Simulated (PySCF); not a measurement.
# C₅H₆N₂: reorganisation energies

What do calculations give for the reorganisation energies of C₅H₆N₂ (`Cc1cnccn1`)?

Programs: PySCF 2.14.0, with routines of our own; each step states its level. All values are computed. Atoms count from 0.

## 1. The system as given

13 atoms, charge 0, multiplicity 1; geometry from: GFN2-xTB.

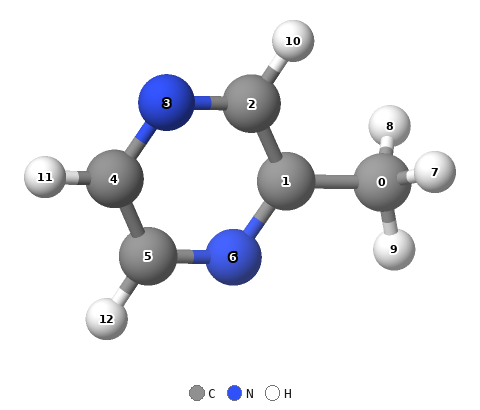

The starting geometry (carbon grey, nitrogen blue, hydrogen white).

## 2. Relaxing the molecule at PBE0/def2-SVP

What the job is given:

```
{"job": {"xc": "PBE0", "basis": "def2-SVP", "grid": 1, "kind": "geom"}, "charge": 0, "multiplicity": 1}
C      1.977279    -0.520574    -0.255541
C      0.543616    -0.145038    -0.073040
C      0.147399     0.882588     0.786647
N     -1.120361     1.214221     0.948690
C     -2.018827     0.527101     0.256011
C     -1.637015    -0.493823    -0.600939
N     -0.364990    -0.825456    -0.761995
H      2.411306    -0.824353     0.695885
H      2.544896     0.330835    -0.628021
H      2.049541    -1.340662    -0.964056
H      0.869929     1.451858     1.356692
H     -3.052832     0.808021     0.397035
H     -2.354330    -1.064232    -1.175096
```

On the command line:

```sh
> OMP_NUM_THREADS=1 python excited_run.py task.json out
```

The driver reads the jobs from task.json and runs them one after another.

The program printed:

```text
step   0  E = -303.06024770  max force = 0.010920
step   1  E = -303.06147732  max force = 0.001701
step   2  E = -303.06148767  max force = 0.000549
step   3  E = -303.06148653  max force = 0.001294
step   4  E = -303.06149016  max force = 0.000672
step   5  E = -303.06149114  max force = 0.000180
optimisation converged
```

Wall time 20 s (1 thread of Arm Neoverse V2, shared host); peak memory 0.57 GiB.

The steps of the relaxation:

```csv
step,energy from step 0 (eV),largest force component (eV/Å)
0,0.0000,0.5615
1,-0.0335,0.0875
2,-0.0337,0.0282
3,-0.0337,0.0665
4,-0.0338,0.0346
5,-0.0338,0.0093
```

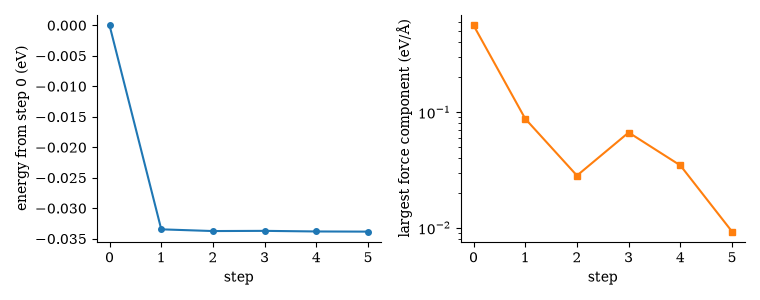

Energy and force, step by step.

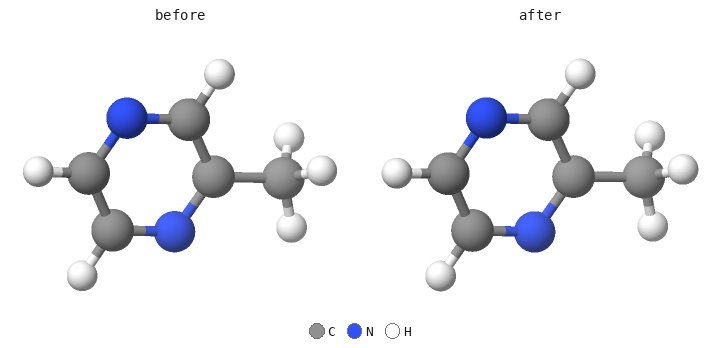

Before and after, at one scale.

Distances of close pairs at the start and the end, largest changes first:

```csv
bond,before (Å),after (Å),change (Å)
C4–H11,1.081,1.096,+0.015
C2–H10,1.082,1.097,+0.015
C5–H12,1.081,1.096,+0.015
C0–H8,1.089,1.101,+0.012
C0–H7,1.089,1.101,+0.012
C0–H9,1.086,1.097,+0.011
C1–C2,1.397,1.406,+0.009
C4–C5,1.387,1.393,+0.006
```

The next job starts from the end point, and lists it.

```csv
at the end point,value
point group (found at 0.08 Å tolerance),Cs
"rotational constants (GHz, main isotopes)","5.903, 2.702, 1.875"
dipole moment (D),0.63
```

## 3. Relaxation after adding or removing an electron (C5H6N2+ (doublet)): UKS PBE0/def2-SVP

What the job is given:

```
{"job": {"kind": "ionopt", "ions": [1], "xc": "PBE0", "basis": "def2-SVP", "grid": 1}, "charge": 1, "multiplicity": 2}
C      2.040281    -0.512335    -0.245210
C      0.595604    -0.155121    -0.075649
C      0.187248     0.872587     0.793006
N     -1.084725     1.205079     0.959388
C     -1.979163     0.513297     0.256778
C     -1.589373    -0.507010    -0.607780
N     -0.311629    -0.839151    -0.773026
H      2.490267    -0.821083     0.711476
H      2.622532     0.344962    -0.618230
H      2.129047    -1.338788    -0.961343
H      0.931330     1.437637     1.367813
H     -3.035551     0.775188     0.382386
H     -2.333181    -1.071189    -1.182154
```

Level: UKS PBE0/def2-SVP geometry optimisation of the ion from the geometry of its parent, gas phase.

The program printed:

```text
step       E/Eh        max force   <S^2>
  0    -302.72334210   0.057195   0.7547
  1    -302.73426114   0.018685   0.7551
  2    -302.73737839   0.005352   0.7545
  3    -302.73692230   0.008627   0.7545
  4    -302.73774691   0.003155   0.7545
  5    -302.73784322   0.001340   0.7544
  6    -302.73785859   0.000336   0.7544
  7    -302.73786121   0.000104   0.7544
optimisation converged
```

It took 64 s on 1 thread of Arm Neoverse V2, shared host; peak memory 0.59 GiB.

Key values:

```csv
quantity,value
geometry moved (RMSD),0.063 Å
⟨S²⟩,0.754
```

Bonds of the start that changed most:

```csv
bond,start (Å),end (Å)
C1–C2,1.406,1.448
C2–N3,1.325,1.293
N6–C1,1.333,1.304
C4–C5,1.393,1.421
C5–N6,1.331,1.303
N3–C4,1.331,1.305
```

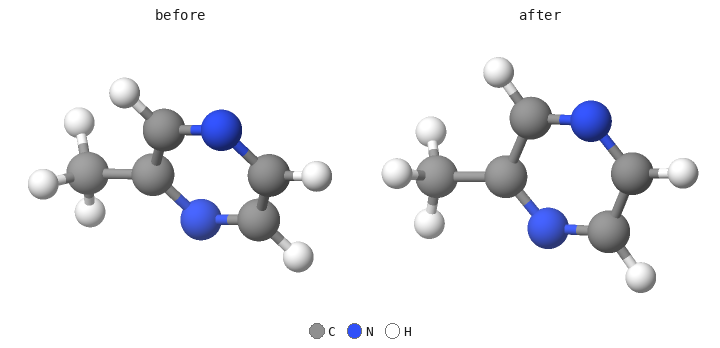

Before and after.

Mulliken spin populations:

C0 0.04; C1 0.03; C2 0.02; N3 0.35; C4 0.03; C5 0.02; N6 0.39; H7 0.00; H8 0.00; H9 0.01; H10 0.04; H11 0.04; H12 0.04

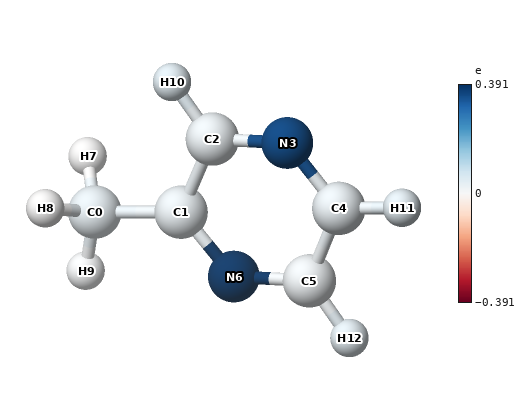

Mulliken spin populations, as colours on the atoms.

The fields below are evaluated on a grid from the run's orbitals.

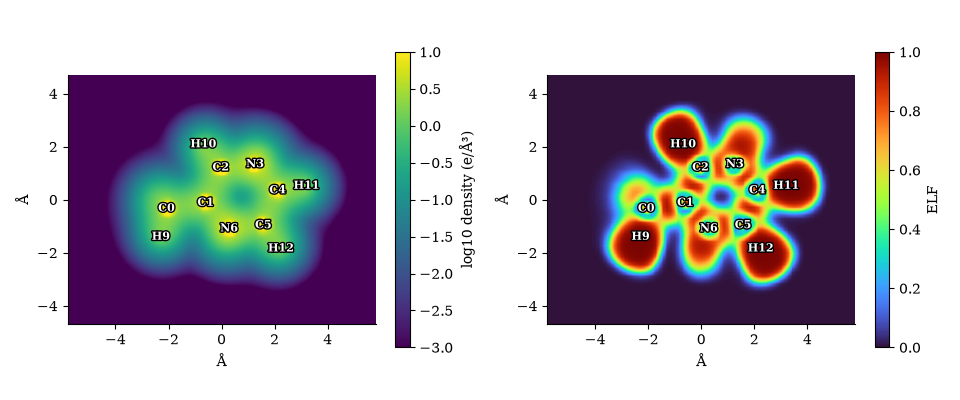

Density (left) and ELF (right) in a plane through or near 11 of the atoms.

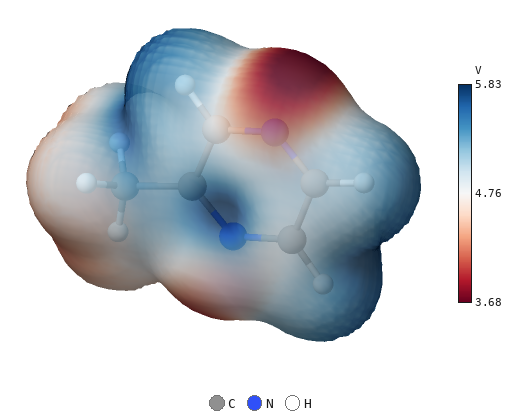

Electrostatic potential on the surface of density 0.002 e/bohr³; red is low, blue high. It runs, from the 1st to the 99th percentile, from 3.68 V near N3 to 5.83 V near H12.

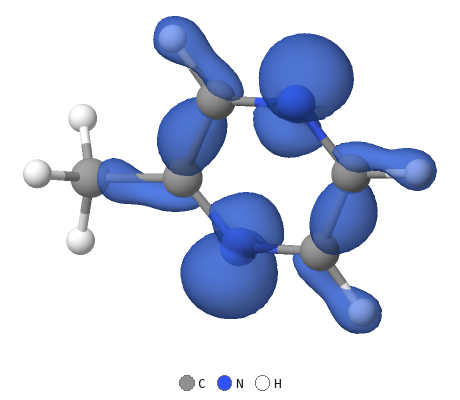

Spin density at ±0.04 e/Å³ (alpha excess blue, beta excess red).

## 4. Reorganisation energies: UKS PBE0/def2-SVP

Settings changed since step 3:

```diff
@@ -1,2 +1,2 @@
-{"job": {"kind": "ionopt", "ions": [1], "xc": "PBE0", "basis": "def2-SVP", "grid": 1}, "charge": 1, "multiplicity": 2}
+{"job": {"kind": "reorg", "ions": [1, -1], "xc": "PBE0", "basis": "def2-SVP", "grid": 1}, "charge": 0, "multiplicity": 1}
 C      2.040281    -0.512335    -0.245210
```

Level: UKS PBE0/def2-SVP four-point reorganisation energy, gas phase.

The program printed:

```text
final grid: 50976 points
cycle   1  E = -303.0362481978  dE =  1.088e+00  |g| = 3.093e-01  |ddm| = 4.036e+00
cycle   2  E = -303.0330329971  dE =  3.215e-03  |g| = 3.550e-01  |ddm| = 8.033e-01
cycle   3  E = -303.0604884844  dE = -2.746e-02  |g| = 6.723e-02  |ddm| = 3.843e-01
cycle   4  E = -303.0613157291  dE = -8.272e-04  |g| = 2.664e-02  |ddm| = 6.845e-02
cycle   5  E = -303.0614805925  dE = -1.649e-04  |g| = 6.101e-03  |ddm| = 3.123e-02
cycle   6  E = -303.0614875350  dE = -6.943e-06  |g| = 3.632e-03  |ddm| = 9.577e-03
cycle   7  E = -303.0614910854  dE = -3.550e-06  |g| = 4.357e-04  |ddm| = 3.789e-03
cycle   8  E = -303.0614911322  dE = -4.680e-08  |g| = 1.342e-04  |ddm| = 6.378e-04
cycle   9  E = -303.0614911362  dE = -4.011e-09  |g| = 5.214e-05  |ddm| = 1.792e-04
cycle  10  E = -303.0614911368  dE = -5.452e-10  |g| = 2.656e-05  |ddm| = 8.436e-05
converged SCF energy = -303.0614911368

hole transfer: vertical 9.1722 eV, relaxation of the ion converged
  adiabatic 8.8064 eV, lambda(ion) 0.3657, lambda(parent) 0.3566, total 0.7223 eV

electron transfer: vertical -0.8397 eV, relaxation of the ion skipped
```

Run time: 10 s. Hardware: 1 thread of Arm Neoverse V2, shared host; peak memory 0.61 GiB.

## 5. Outcome

| quantity | value |
| --- | --- |
| point group | Cs |
| rotational constants (main isotopes) | 5.90, 2.70, 1.88 GHz |
| geometry moved (RMSD) (step 3, UKS PBE0/def2-SVP) | 0.063 Å |
| hole reorganisation energy (step 4, UKS PBE0/def2-SVP) | 0.7223 eV |

What this shows: The optimisation took 5 steps and gained 0.034 eV; among the close pairs (by a distance rule), C4–H11 changed most, from 1.081 to 1.096 Å. No frequency check was run at this level, so the end point may be a saddle. In step 3 (relaxation after adding or removing an electron), among the bonds C1–C2 changes most, from 1.406 to 1.448 Å.
